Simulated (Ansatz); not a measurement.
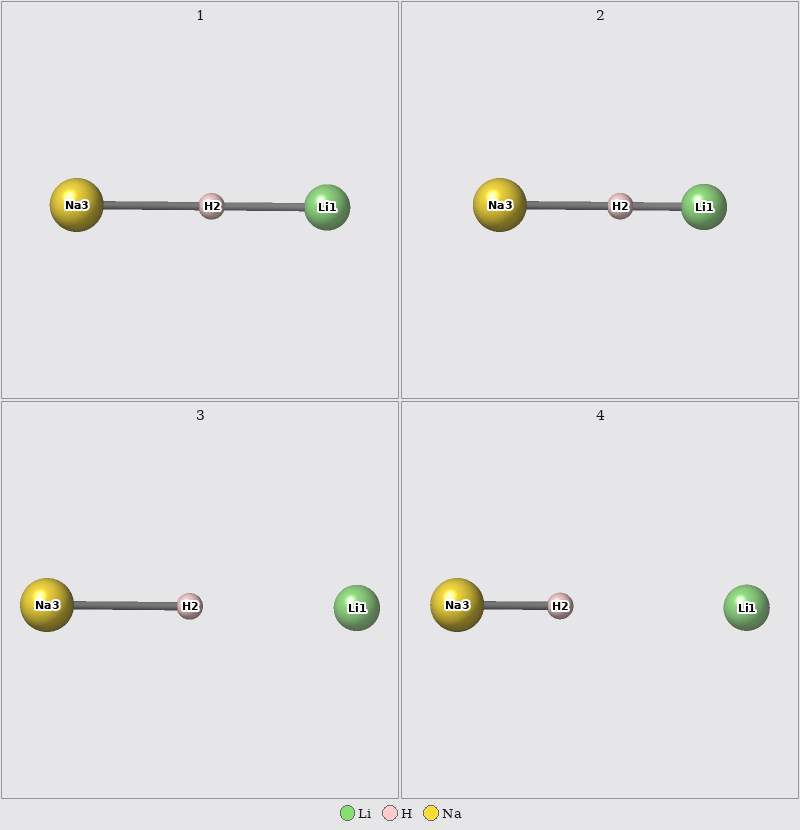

The system Li⁺ + HNa. 
- The first coordinate is: distance Li1–H2; the second: distance H2–Na3.
- Nothing is relaxed (the angle Li1–H2–Na3 is fixed at 180 degrees).
- The grid has 17 × 17 points.
- Energies: kJ/mol, counted from the lowest grid point.
- The restricted reference is unstable at some or all points, so the energies there are unreliable.
- Theory: Ansatz 0.2.0, RHF-CCSD(T), frozen core/def2-TZVPD.

The numbered pictures are structures from this grid.

### Rank them by energy, lowest first.

1, at distance Li1–H2 = 1.831 Å, distance H2–Na3 = 2.135 Å: 10 kJ/mol; 2, at distance Li1–H2 = 1.326 Å, distance H2–Na3 = 1.906 Å: 37 kJ/mol; 3, at distance Li1–H2 = 2.648 Å, distance H2–Na3 = 2.259 Å: 96 kJ/mol; 4, at distance Li1–H2 = 2.953 Å, distance H2–Na3 = 1.630 Å: 140 kJ/mol.

The map, with the structures marked:

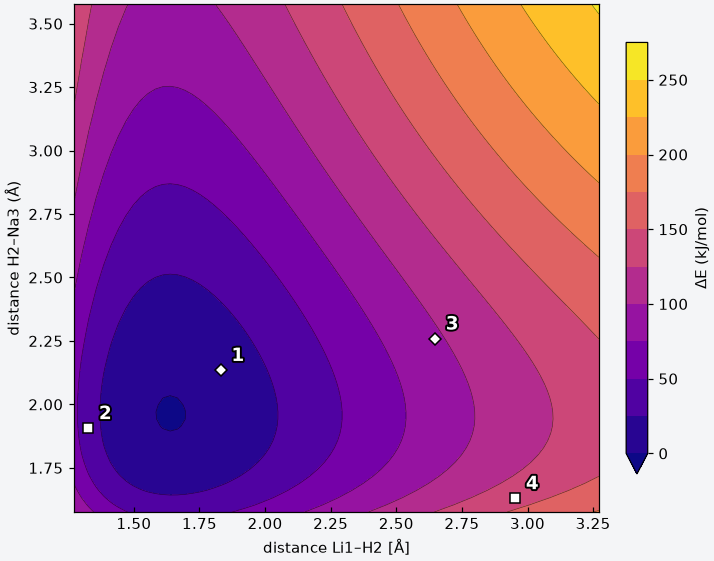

Drawn: filled contours. Between grid points the surface is interpolated.
